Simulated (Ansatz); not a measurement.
# What BeAsPt (built on the sites of a database entry of BaAsPd) distorts into, part 2 of 2

Which phase does BeAsPt (built on the sites of a database entry of BaAsPd) fall into along its unstable mode, and how much energy does it gain?

Ansatz 0.2.0; DFT PBEsol, scalar-relativistic, plane waves, norm-conserving pseudopotentials.

So far, highest frequency on the path or at a solved wavevector (cm⁻¹): step 2 (response at finite wavevector) 243. Also lowest frequency on the path (cm⁻¹): step 2 -231.

The structure was built from a prototype and need not be the compound's stable phase.

## Step 6: Relaxing from the distorted cell

Starting from the lowest point found, all atoms and the cell are let go, so that strain and other modes of the same symmetry can join in.

The input, input.yaml:

```yaml
crystal:
  lattice:
    - [2.1287577467, -3.6871091611, 0.0]
    - [-2.1287513266, -3.6871128677, 0.0]
    - [0.0, 0.0, -5.4566331311]
  atoms:
    - { symbol: Be, position: [1.0, 1.0, 0.5] }
    - { symbol: Be, position: [1.0, 1.0, 1.0] }
    - { symbol: As, position: [0.3333333333, 0.3333333333, 0.2756568467] }
    - { symbol: As, position: [0.3333333333, 0.3333333333, 0.7243431533] }
    - { symbol: Pt, position: [0.6666666667, 0.6666666667, 0.2500787415] }
    - { symbol: Pt, position: [0.6666666667, 0.6666666667, 0.7499212585] }
kpoints:
  mp_grid: { grid: [9, 9, 8] }
hamiltonian:
  xc: pbesol
  pseudopotentials: { kind: nc }
scf:
  occupations: { method: methfessel_paxton, width: 0.2 }
output:
  forces: true
  stress: true
  eigenvalues: true
relax:
  adjacent_minimum: "off"
  f_tol: 0.002
  max_steps: 120
  cell: { stress_tol: 0.03 }
```

Launch:

```console
ansatz run input.yaml --threads 8 --pin off --max-ram 14336MiB --backend cpu --events-out ev --progress --plain --runs-dir out
```

Numbers of over 12 decimals in the logs are rounded to 6 here.

The log of the run:

```text
[...]
Crystal: 6 atoms, lattice volume = 85.658 Å³
Basis set: ecut = 1197.300995 eV, 8011 PW (Γ), exchange–correlation on 100×100×128 points (8 copies of the dense FFT grid, shifted against one another)
Bands: 45, of which v1, the nominal top of the filled ones, is band 37 counted from 1 (36 counted from 0)
Symmetry: 12 space group operations
[...]
k-points: 60 of 648 (time reversal used)
[...]
SCF iter   1: F=—  HF=-13628.005925 eV  |F-HF|=—  |Δ(HF+E_count)|=         —  Δρ=1.06e-1  dr2=1.37e1  ethr=3.10e-3  ⟨swp⟩=7.5  Hψ=11490  notcnv=0
[...]
SCF iter   8: F=-13625.491131 eV  HF=-13625.491131 eV  |F-HF|=5.50e-9  |Δ(HF+E_count)|=   3.98e-8  S|Δr|=    0.00e0  Δρ=2.86e-6  dr2=8.66e-9  ethr=1.35e-10  ⟨swp⟩=10.7  Hψ=11511  notcnv=0
SCF 1 converged in 8 iterations: F = -13625.491131 eV  dr2 = 8.66e-9
relax step   1: F+E_penalty+E_count = -13625.49113080 eV  Δ(F+E_penalty+E_count) = +0.000e0 eV  max|allowed force component| = 9.800e-2 eV/Å  Δτ_max = 0.0000 Å  P = +0.899 GPa  Ω = 85.658 Å³  (8 SCF iters, dr2 threshold 1.00e-7 eV, accepted)
Crystal: 6 atoms, lattice volume = 86.810 Å³
Basis set: ecut = 1197.300995 eV, 8155 PW (Γ), exchange–correlation on 100×100×128 points (8 copies of the dense FFT grid, shifted against one another)
[...]
iter 1 solved again at ethr=6.81e-6 eV; its pass at ethr=3.10e-3 eV (dr2=5.04e-3 eV) is discarded
[...]
SCF iter   5: F=-13625.491209 eV  HF=-13625.491209 eV  |F-HF|=8.02e-8  |Δ(HF+E_count)|=   1.04e-6  S|Δr|=    0.00e0  Δρ=1.42e-5  dr2=1.51e-7  ethr=8.11e-10  ⟨swp⟩=7.2  Hψ=12536  notcnv=0
SCF 2 converged in 5 iterations: F = -13625.491209 eV  dr2 = 1.51e-7
relax step   2: F+E_penalty+E_count = -13625.49120865 eV  Δ(F+E_penalty+E_count) = -7.784e-5 eV  max|allowed force component| = 3.454e-2 eV/Å  Δτ_max = 0.0062 Å  P = -0.994 GPa  Ω = 86.810 Å³  energy of the carried Pulay correction = -1.296e-4 eV  (5 SCF iters, dr2 threshold 6.00e-7 eV, accepted)
Crystal: 6 atoms, lattice volume = 85.778 Å³
Basis set: ecut = 1197.300995 eV, 8053 PW (Γ), exchange–correlation on 100×100×128 points (8 copies of the dense FFT grid, shifted against one another)
[...]
SCF iter   5: F=-13625.489615 eV  HF=-13625.489615 eV  |F-HF|=4.38e-8  |Δ(HF+E_count)|=   5.43e-7  S|Δr|=    0.00e0  Δρ=1.50e-5  dr2=1.57e-7  ethr=8.11e-10  ⟨swp⟩=7.0  Hψ=12082  notcnv=0
SCF 3 converged in 5 iterations: F = -13625.489615 eV  dr2 = 1.57e-7
relax step   3: F+E_penalty+E_count = -13625.48961487 eV  Δ(F+E_penalty+E_count) = +1.594e-3 eV  max|allowed force component| = 2.040e-1 eV/Å  Δτ_max = 0.0263 Å  P = +0.540 GPa  Ω = 85.778 Å³  energy of the carried Pulay correction = -1.367e-5 eV  (5 SCF iters, dr2 threshold 6.00e-7 eV, rejected (line search))
[...]
relax step   4: F+E_penalty+E_count = -13625.49392499 eV  Δ(F+E_penalty+E_count) = -2.716e-3 eV  max|allowed force component| = 1.604e-2 eV/Å  Δτ_max = 0.0042 Å  P = -0.381 GPa  Ω = 86.418 Å³  energy of the carried Pulay correction = -8.570e-5 eV  (8 SCF iters, accepted)
[...]
relax step   5: F+E_penalty+E_count = -13625.49471296 eV  Δ(F+E_penalty+E_count) = -7.880e-4 eV  max|allowed force component| = 7.922e-3 eV/Å  Δτ_max = 0.0048 Å  P = -0.030 GPa  Ω = 86.167 Å³  energy of the carried Pulay correction = -5.752e-5 eV  (4 SCF iters, dr2 threshold 6.00e-7 eV, accepted)
[...]
relax step   6: F+E_penalty+E_count = -13625.49472332 eV  Δ(F+E_penalty+E_count) = -1.036e-5 eV  max|allowed force component| = 1.018e-3 eV/Å  Δτ_max = 0.0007 Å  P = -0.001 GPa  Ω = 86.158 Å³  energy of the carried Pulay correction = -5.653e-5 eV  (4 SCF iters, dr2 threshold 4.29e-9 eV, accepted)
[...]
SCF iter   1: F=—  HF=-13625.494750 eV  |F-HF|=—  |Δ(HF+E_count)|=         —  Δρ=1.21e-5  dr2=8.70e-9  ethr=4.51e-7  ⟨swp⟩=3.0  Hψ=18659  notcnv=0
eigensolver tolerance schedule: the retry pair's looser diagonalisation over-reported the residual by 38419.46 of it (diagonalisation noise at an unbounded share of the residual, at the tolerance the schedule requests for it); recorded, not acted on — ethr = c·dr2/N_el stays at c = 1.0e-1
[...]
SCF iter   2: F=—  HF=-13625.494779 eV  |F-HF|=—  |Δ(HF+E_count)|=   2.84e-5  S|Δr|=    0.00e0  Δρ=6.14e-6  dr2=3.35e-9  ethr=1.18e-11  ⟨swp⟩=3.4  Hψ=7089  notcnv=0
[...]
SCF iter   5: F=-13625.494779 eV  HF=-13625.494779 eV  |F-HF|=1.27e-11  |Δ(HF+E_count)|=  1.09e-11  S|Δr|=    0.00e0  Δρ=1.40e-7  dr2=1.65e-11  ethr=1.00e-12  ⟨swp⟩=6.8  Hψ=13311  notcnv=0
SCF 7 converged in 5 iterations: F = -13625.494779 eV  dr2 = 1.65e-11
relax step   7: F+E_penalty+E_count = -13625.49477884 eV  Δ(F+E_penalty+E_count) = -5.552e-5 eV  max|allowed force component| = 1.007e-3 eV/Å  Δτ_max = 0.0000 Å  P = -0.001 GPa  Ω = 86.158 Å³  stress off target by 1.97e-3 GPa  SCF on the basis re-selected at this cell (its energy is not comparable with the rows above)  (5 SCF iters)
basis re-selected at this cell: Δ(F+E_penalty+E_count) = -5.552e-5 eV, ΔP = +0.000 GPa vs the last step (what re-selecting the basis moved, of the pressure what is left beyond the Pulay correction that the steps carried, after the strain that the cell walked since its last selection, with what the two solves' SCF thresholds leave and, on support functions, any second-order correction that the steps lacked; it is no m [...]
SCF converged after 5 iterations
[...]
Free energy (F): -13625.494779 eV
[...]
Internal energy: -13625.492315 eV  (E = F + TS)
E sigma→0 (E₀):  -13625.494163 eV
Entropy (-TS):   -0.002463 eV (-0.411 meV/atom)
Fermi energy:    16.002507 eV
[...]
--- Forces (eV/Å), atoms counted from 1 ---
  atom   1  Be    -0.00000000     0.00000000    -0.00000000
  atom   2  Be    -0.00000000    -0.00000000    -0.00000000
  atom   3  As     0.00000000    -0.00000000     0.00000103
  atom   4  As     0.00000000    -0.00000000    -0.00000103
  atom   5  Pt    -0.00000000     0.00000000     0.00100727
  atom   6  Pt    -0.00000000     0.00000000    -0.00100727
  max |Σ_I F_I| component: 1.75e-16 eV/Å
--- Stress (GPa, compression-positive) ---
       -0.001968      -0.000000       0.000000
       -0.000000      -0.001968      -0.000000
        0.000000      -0.000000       0.001304
  P = ⅓ Tr σ = -0.0009 GPa (-0.009 kbar)
--- Band table (eV; the first three rows and the last of 60) ---
  k-point 0: bands = [... 33 lower, 15.0921, 15.6888, 15.6888, 16.8008, 17.5038, 17.5038, 18.0088, 18.6891, ... 4 higher]
  k-point 1: bands = [... 33 lower, 15.0041, 15.9096, 15.9096, 16.2164, 17.5227, 17.5227, 18.3554, 18.5362, ... 4 higher]
  k-point 2: bands = [... 33 lower, 14.7846, 15.2854, 16.3771, 16.3771, 17.5578, 17.5736, 17.5736, 18.3331, ... 4 higher]
  k-point 59: bands = [... 33 lower, 12.8662, 13.1030, 13.1078, 15.2148, 17.2115, 19.7296, 20.0284, 20.1520, ... 4 higher]
--- Relaxed structure (6 steps of the walk, 5 accepted, 1 SCFs on fresh bases) ---
  F+E_penalty+E_count = -13625.49477884 eV   max|allowed force component| = 1.007e-3 eV/Å   (the final SCF, on the basis selected at the relaxed cell)
  cell:  # Å, volume = 86.1582 Å³
    - [2.128329, -3.686367, 0]
    - [-2.128323, -3.686370, 0]
    - [0, 0, -5.490726]
  atoms:
    - { symbol: Be, position: [1.000000, 1.000000, 0.500000] }
    - { symbol: Be, position: [1.000000, 1.000000, 1.000000] }
    - { symbol: As, position: [0.333333, 0.333333, 0.275289] }
    - { symbol: As, position: [0.333333, 0.333333, 0.724711] }
    - { symbol: Pt, position: [0.666667, 0.666667, 0.249849] }
    - { symbol: Pt, position: [0.666667, 0.666667, 0.750151] }
```

The job ended after 21 s (8 threads of AMD EPYC 9R45, shared host; peak memory 1.4 GiB).

Step by step:

```
step  energy less that of the first step (eV)  largest force component (eV/Å)  pressure (GPa)  volume (Å³)
   1                                   0.0000                          0.0980            0.90        85.66
   2                                  -0.0001                          0.0345           -0.99        86.81
   3                                   0.0015                          0.2040            0.54        85.78
   4                                  -0.0028                          0.0160           -0.38        86.42
   5                                  -0.0036                          0.0079           -0.03        86.17
   6                                  -0.0036                          0.0010            0.00        86.16
  7*                                  -0.0036                          0.0010            0.00        86.16
```

Relaxation steps marked * repeat the geometry before them on a plane-wave basis chosen anew for their cell, so energy and pressure can jump there. Relaxation step 3 was tried and not accepted.

The run keeps the 12 symmetry operations that it works with, so distortions that break them were not tested.

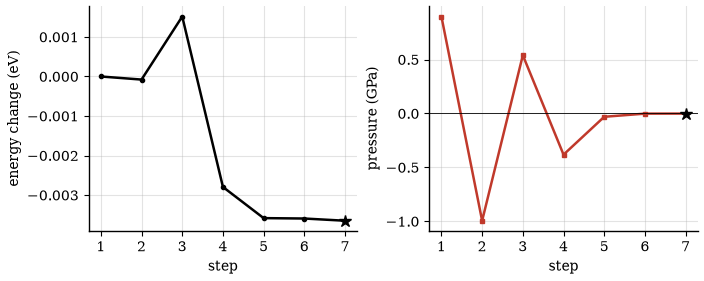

Energy and pressure along the relaxation. Stars mark steps on a basis chosen anew.

```
conventional cell, symmetrised  before  after  change
                         a (Å)   4.258  4.257  -0.0 %
                         b (Å)   4.258  4.257  -0.0 %
                         c (Å)   5.457  5.491  +0.6 %
              volume (Å³/atom)   14.28  14.36  +0.6 %
```

Final coordinates:

```xyz
6
Lattice="2.1283 -3.6864 0.0000 -2.1283 -3.6864 0.0000 0.0000 0.0000 -5.4907" Properties=species:S:1:pos:R:3 pbc="T T T"
Be    0.0000   -7.3727   -2.7454
Be    0.0000   -7.3727   -5.4907
As    0.0000   -2.4576   -1.5115
As    0.0000   -2.4576   -3.9792
Pt    0.0000   -4.9152   -1.3719
Pt    0.0000   -4.9152   -4.1189
```

This step gave:

| Item | Value |
| --- | --- |
| pressure | -8.77e-4 GPa |
| volume per atom | 14.36 Å³ |

The distorted start has space group P-6m2; the relaxation ends in P-6m2.

## Step 7: The new phase in its own primitive cell

The relaxed structure is symmetrised, reduced to its primitive cell and relaxed tightly, as its phonons need.

input.yaml, the sections that differ from step 6:

```yaml
crystal:
  lattice:
    - [4.2566518496, 0.0, 0.0]
    - [-2.1283259248, 3.6863686368, 0.0]
    - [0.0, 0.0, 5.4907258006]
  atoms:
    - { symbol: Be, position: [0.0, 0.0, 0.5] }
    - { symbol: Be, position: [0.0, 0.0, 0.0] }
    - { symbol: As, position: [0.6666666667, 0.3333333333, 0.7247113702] }
    - { symbol: As, position: [0.6666666667, 0.3333333333, 0.2752886298] }
    - { symbol: Pt, position: [0.3333333333, 0.6666666667, 0.7501512594] }
    - { symbol: Pt, position: [0.3333333333, 0.6666666667, 0.2498487406] }
relax:
  adjacent_minimum: "off"
  f_tol: 0.001
  max_steps: 60
  cell: { stress_tol: 0.01 }
# kpoints, hamiltonian, scf, output: as in step 6
```

The log of the run:

```text
[...]
Crystal: 6 atoms, lattice volume = 86.158 Å³
Basis set: ecut = 1197.300995 eV, 8107 PW (Γ), exchange–correlation on 100×100×128 points (8 copies of the dense FFT grid, shifted against one another)
Bands: 45, of which v1, the nominal top of the filled ones, is band 37 counted from 1 (36 counted from 0)
Symmetry: 12 space group operations
[...]
cell:  # Å, volume = 86.1578 Å³
    - [4.256622, 0.0, 0.0]
    - [-2.128311, 3.686343, 0.0]
    - [0.0, 0.0, 5.490776]
  atoms:
    - { symbol: Be, position: [0, 0, 0.5] }
    - { symbol: Be, position: [0, 0, 0.0] }
    - { symbol: As, position: [0.666667, 0.333333, 0.724710] }
    - { symbol: As, position: [0.666667, 0.333333, 0.275290] }
    - { symbol: Pt, position: [0.333333, 0.666667, 0.750161] }
    - { symbol: Pt, position: [0.333333, 0.666667, 0.249839] }
[key lines of the parts left out:]
SCF converged after 8 iterations
Free energy (F): -13625.494779 eV
Fermi energy:    16.002663 eV
P = ⅓ Tr σ = -0.0001 GPa (-0.001 kbar)
```

It took 13 s on 8 threads; peak memory 1.4 GiB.

Little changed from the start: no atom moved by 0.005 Å and no cell edge by 0.1 %.

This step gave:

| Property | Result |
| --- | --- |
| pressure | -7.93e-5 GPa |

The largest force component left is 0.028 meV/Å and the pressure is 0.000 GPa, within the tolerances set. The cell now holds 14.36 Å³/atom.

## Step 8: Modes of the new phase, k-mesh 9×9×8

A relaxed structure may still be a saddle point, so its zone-centre modes are computed. No field response is asked, since the mesh shows no gap.

input.yaml, the sections that differ from step 7:

```yaml
crystal:
  lattice:
    - [4.2566219972, 0.0, 0.0]
    - [-2.1283109986, 3.6863427839, 0.0]
    - [0.0, 0.0, 5.4907763252]
  atoms:
    - { symbol: Be, position: [0.0, 0.0, 0.5] }
    - { symbol: Be, position: [0.0, 0.0, 0.0] }
    - { symbol: As, position: [0.6666666667, 0.3333333333, 0.7247099966] }
    - { symbol: As, position: [0.6666666667, 0.3333333333, 0.2752900034] }
    - { symbol: Pt, position: [0.3333333333, 0.6666666667, 0.7501605389] }
    - { symbol: Pt, position: [0.3333333333, 0.6666666667, 0.2498394611] }
output:
  eigenvalues: true
phonons:
  method: dfpt
# kpoints, hamiltonian, scf: as in step 7
# relax: removed
```

The log of the run:

```text
[...]
Crystal: 6 atoms, lattice volume = 86.158 Å³
Basis set: ecut = 1197.300995 eV, 8107 PW (Γ), exchange–correlation on 100×100×128 points (8 copies of the dense FFT grid, shifted against one another)
Bands: 45, of which v1, the nominal top of the filled ones, is band 37 counted from 1 (36 counted from 0)
Symmetry: 12 space group operations
k-points: 185 of 648 (irreducible under 2 space group operations, time reversal used)
[...]
SCF iter   1: F=—  HF=-13627.999924 eV  |F-HF|=—  |Δ(HF+E_count)|=         —  Δρ=1.06e-1  dr2=1.37e1  ethr=3.10e-3  ⟨swp⟩=7.3  Hψ=35527  notcnv=0
[...]
SCF iter  11: F=-13625.494779 eV  HF=-13625.494779 eV  |F-HF|=1.82e-12  |Δ(HF+E_count)|=    0.00e0  S|Δr|=    0.00e0  Δρ=2.93e-8  dr2=5.59e-13  ethr=1.00e-12  ⟨swp⟩=5.1  Hψ=32573  notcnv=0
SCF 1 converged in 11 iterations: F = -13625.494779 eV  dr2 = 5.59e-13
DFPT response loops at Γ: preconditioner auto → Kerker (q_TF=auto, 2.660 Å⁻¹) (partly filled bands, converged f_vac=0.000); β = 1.00, the filter's whole step (`scf.mixing.beta` (0.50) is not read by the response loops under this deck's `scf.mixing.preconditioner`; to damp them name `kerker` or `kerker_dos`, under which they read `scf.mixing.beta`, and type it under 1.00, their step now; both keys bind the ground state too); Broyden in place of MSR1
SCF converged after 11 iterations
[...]
Free energy (F): -13625.494779 eV
[...]
Internal energy: -13625.492317 eV  (E = F + TS)
E sigma→0 (E₀):  -13625.494164 eV
Entropy (-TS):   -0.002462 eV (-0.410 meV/atom)
Fermi energy:    16.002663 eV
[...]
--- Band table (eV; the first three rows and the last of 185) ---
  k-point 0: bands = [... 33 lower, 15.0922, 15.6890, 15.6890, 16.8008, 17.5038, 17.5038, 18.0089, 18.6892, ... 4 higher]
  k-point 1: bands = [... 33 lower, 15.0042, 15.9097, 15.9097, 16.2165, 17.5228, 17.5228, 18.3554, 18.5364, ... 4 higher]
  k-point 2: bands = [... 33 lower, 14.7847, 15.2856, 16.3773, 16.3773, 17.5576, 17.5736, 17.5736, 18.3333, ... 4 higher]
  k-point 184: bands = [... 33 lower, 12.6721, 13.7345, 13.9039, 15.1276, 16.7889, 18.0546, 18.3323, 19.0104, ... 4 higher]
--- Phonons (Γ-DFPT): 8 representative perturbations + reference, on 185 of 648 k-points (Σ response iterations 32) ---
  k mesh reduced under 2 symmetry operations, with k and −k counted as one. Each operation leaves every solved perturbation unchanged. A smaller set is not used because it would not reduce the number of displacements times k-points to solve
  ASR residual: 3.411e-5 → 0.000e0 eV/Å²; symmetrization residual: 1.706e-5 eV/Å²
  ASR residual per site (eV/Å²): 2.87e-5 1.62e-5 5.01e-6 5.01e-6 3.41e-5 3.41e-5
  Γ frequencies (cm⁻¹): -165.96 -165.96 -162.18 -105.03 -105.03 0.00 0.00 0.00 13.59 13.59 90.09 166.26 169.43 176.36 176.36 206.00 206.00 211.61
  non-analytic LO–TO correction: not included (Born effective charges unavailable; polar crystals: no LO–TO splitting at Γ)
```

Wall time 1.9 min (8 threads); peak memory 7.9 GiB; 15 min of CPU time.

Numbers from this step:

| Property | Result |
| --- | --- |
| sum-rule residual before enforcement | 3.41e-5 eV/Å² |
| highest optical mode at the zone centre (no LO-TO term) | 211.6 cm⁻¹ |
| lowest optical zone-centre mode | -166.0 cm⁻¹ |

Patterns of degenerate modes are one choice out of their space. Modes at Γ, with each element's share of the kinetic energy (negative means imaginary):

```
mode  frequency (cm⁻¹)  symmetry  Be %  As %  Pt %
   1            -166.0        E'    99     0     1
   2            -166.0        E'    99     0     1
   3            -162.2      A2''    95     0     5
   4            -105.0        E'    95     0     5
   5            -105.0        E'    95     0     5
   6               0.0  acoustic     3    27    70
   7               0.0  acoustic     3    27    70
   8               0.0  acoustic     3    27    70
   9              13.6       E''     0    23    77
  10              13.6       E''     0    23    77
  11              90.1      A2''     2    73    25
  12             166.3      A2''   100     0     0
  13             169.4       A1'     0     0   100
  14             176.4       E''     0    77    23
  15             176.4       E''     0    77    23
  16             206.0        E'     3    73    24
  17             206.0        E'     3    73    24
  18             211.6       A1'     0   100     0
```

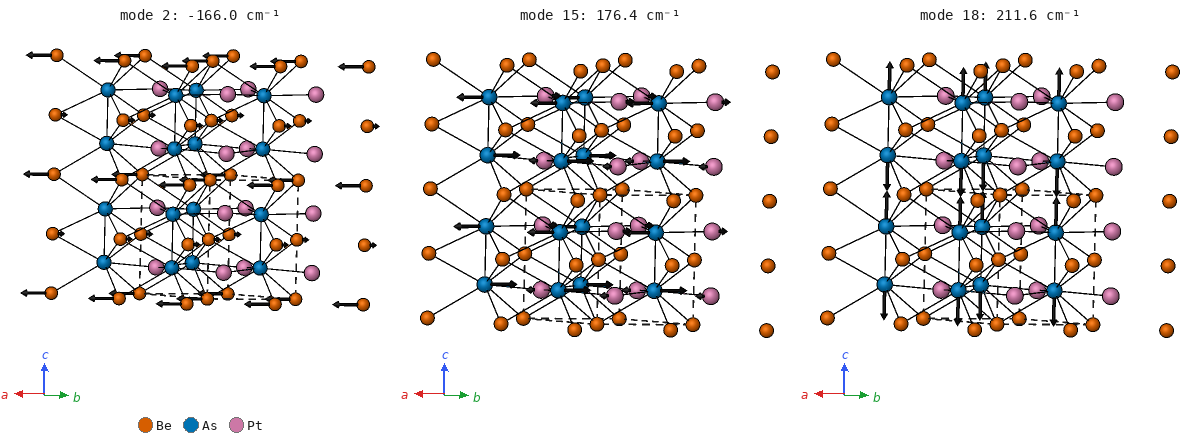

Displacement patterns of modes 2, 15 and 18 at Γ; arrows are exaggerated. Bonds to atoms that aren't drawn are left out. 2×2×2 cells are drawn. Some periodic images of atoms are drawn too.

Before it was imposed, the acoustic sum rule was missed by 3.4e-5 eV/Å². Small misses are needed for a sound result but don't prove that mesh and cutoff are converged. The lowest optical mode is imaginary, 166.0i cm⁻¹, so the energy falls along it.

## Step 9: The phases reached

The phases reached along the modes that were followed are set side by side.

Energies are those of the first relaxation, on the mesh of the frozen mode; space group, volume and gap are those of the last relaxation. Phases, by row:

```
                mode frozen in  space group  energy from parent (meV/atom)  volume (Å³/atom)  gap on mesh (eV)  lowest zone-centre optical mode (cm⁻¹)  largest shift (Å)
                        parent        P-6m2                              0             14.28                 0                                       –                  –
q = (0, -0.5, -0.5), 226i cm⁻¹         Imm2                         -257.4             14.76                 0                                    53.4              0.448
   q = (0, 0, -0.5), 196i cm⁻¹        P-6m2                         -13.53             14.36                 0                                    -166              0.139
```

## Step 10: What came out

| Quantity | Value |
| --- | --- |
| unstable mode of the parent | q = (0, 0, -0.5), 196i cm⁻¹ |
| depth at the lowest point sampled | 12.9 meV/atom |
| largest atomic shift at that point | 0.14 Å |
| space group reached (within 0.01 Å) | P-6m2 |
| energy gained over the parent (first relaxation, on the mesh of the frozen mode) | 13.5 meV/atom |
| volume per atom, phase reached | 14.4 Å³ |
| lowest optical zone-centre mode, phase reached | -166 cm⁻¹ |
| highest optical mode at the zone centre (no LO-TO term), phase reached | 212 cm⁻¹ |

What this shows: Along this mode the structure falls into P-6m2, 13.5 meV/atom below the parent. At the parent's cell the well is 12.90 meV/atom deep on the steps tried, with its lowest point at a shift of 0.14 Å. Relaxing atoms and cell changes the gain by +0.63 meV/atom against the lowest step (energies at zero smearing). The end point has the space group of the parent. The new phase still has an imaginary mode at the zone centre of its cell, so it is a saddle point on the way to a lower structure. Of the 2 patterns followed to their end from this parent, this one ends 244 meV/atom above the lowest, Imm2. Each path keeps the symmetry of its pattern, so a lower phase may lie along a pattern not tried. The q mesh stands for a supercell only 5.5 Å across, so branches between the solved wavevectors are rough. With no gap, or one that is small against the smearing, the frequencies hang on the k mesh and the smearing, most of all near Kohn anomalies. The phonon runs are without spin polarisation, although the cell has an odd electron count. Spin-orbit coupling is left out, which can matter for the heavy elements here. The starting cell was built on a prototype and not taken from a measurement, so the phase need not exist.

[Logs are printed without paths, hosts, clocks, repeated set-up lines and the standing remarks that a program may print on its own settings, such as how far it seeks lower states.]

[Hosts, paths, dates, database ids (printed as entryN), source tags and the programs' standing remarks are cut or masked in the printed files.]
